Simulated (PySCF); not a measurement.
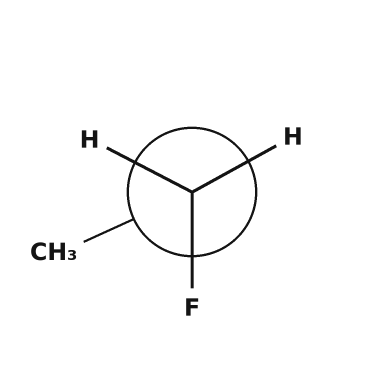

A Newman projection along the Si–S bond, silicon in front; angles are drawn as computed, but eclipsed bonds slightly apart. The computed structure is the end point of a PBE0-D3(BJ)/def2-SVP optimisation. No frequency run is at hand to confirm it as a minimum.

Question: Which molecule is it?

Answer: CH5FSSi, CS[SiH2]F

Question: What is the torsion angle from the front F to the back CH3? The sign is positive where the front bond must turn clockwise to cover the back bond.

Answer: 65°, synclinal (gauche).
